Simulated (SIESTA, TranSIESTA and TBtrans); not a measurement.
Junction: Fe chain with one bond stretched by 0.6 Å. Leads: straight Fe chain, spacing 2.25 Å. Geometry: as built, not relaxed. Transport runs along z; the first 6 and the last 6 of the 20 atoms are the lead cells, repeated to infinity.

```xyz
20
Lattice="9.000 0.000 0.000 0.000 9.000 0.000 0.000 0.000 45.600" Properties=species:S:1:pos:R:3 pbc="F F T"
Fe     4.500     4.500     0.000
Fe     4.500     4.500     2.250
Fe     4.500     4.500     4.500
Fe     4.500     4.500     6.750
Fe     4.500     4.500     9.000
Fe     4.500     4.500    11.250
Fe     4.500     4.500    13.500
Fe     4.500     4.500    15.750
Fe     4.500     4.500    18.000
Fe     4.500     4.500    20.250
Fe     4.500     4.500    23.100
Fe     4.500     4.500    25.350
Fe     4.500     4.500    27.600
Fe     4.500     4.500    29.850
Fe     4.500     4.500    32.100
Fe     4.500     4.500    34.350
Fe     4.500     4.500    36.600
Fe     4.500     4.500    38.850
Fe     4.500     4.500    41.100
Fe     4.500     4.500    43.350
```
Starting moments (μB): atom 7 +3.2, atom 8 +3.2, atom 9 +3.2, atom 10 +3.2, atom 11 +3.2, atom 12 +3.2, atom 13 +3.2, atom 14 +3.2; lead atoms +3.2 (left) and +3.2 (right).

TranSIESTA and TBtrans, PBE, DZP numerical orbitals (energy shift 0.15 eV), PseudoDojo norm-conserving scalar-relativistic potentials, mesh cutoff 200 Ry, 300 K, spin-polarised (collinear), no spin-orbit coupling; self-consistent non-equilibrium Green functions.

Energies count from the leads' Fermi level. Transmissions are for each spin. The energy step is 0.01 eV; narrower resonances are cut or missed.

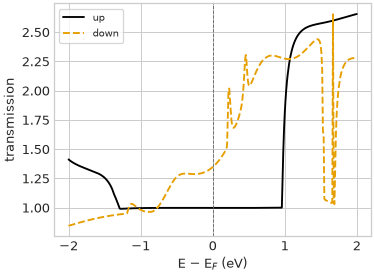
Transmission against energy

| E (eV) | T up | T down | lead channels up | down |
|---|---|---|---|---|
| -2.00 | 1.41 | 0.85 | 4 | 1 |
| -1.80 | 1.34 | 0.88 | 4 | 1 |
| -1.60 | 1.30 | 0.91 | 4 | 1 |
| -1.40 | 1.17 | 0.93 | 4 | 1 |
| -1.20 | 0.99 | 0.95 | 1 | 1 |
| -1.00 | 1.00 | 0.98 | 1 | 3 |
| -0.80 | 1.00 | 0.98 | 1 | 4 |
| -0.60 | 1.00 | 1.17 | 1 | 4 |
| -0.40 | 1.00 | 1.29 | 1 | 4 |
| -0.20 | 1.00 | 1.29 | 1 | 4 |
| 0.00 | 1.00 | 1.35 | 1 | 4 |
| 0.20 | 1.00 | 1.53 | 1 | 4 |
| 0.40 | 1.00 | 1.87 | 1 | band edge |
| 0.60 | 1.00 | 2.16 | 1 | band edge |
| 0.80 | 1.00 | 2.30 | 1 | 4 |
| 1.00 | 1.80 | 2.27 | 3 | 4 |
| 1.20 | 2.49 | 2.30 | 3 | 4 |
| 1.40 | 2.56 | 2.42 | 3 | 4 |
| 1.60 | 2.59 | 1.06 | 3 | 2 |
| 1.80 | 2.62 | 2.18 | 3 | 3 |
| 2.00 | 2.66 | 2.28 | 3 | 3 |

The magnetic order of the leads was set by the start, and no other order was tried; the separate lead runs end at 3.39 (left) and 3.39 (right) μB an atom. The straight chain is held at its spacing; free chains may zigzag or dimerise.
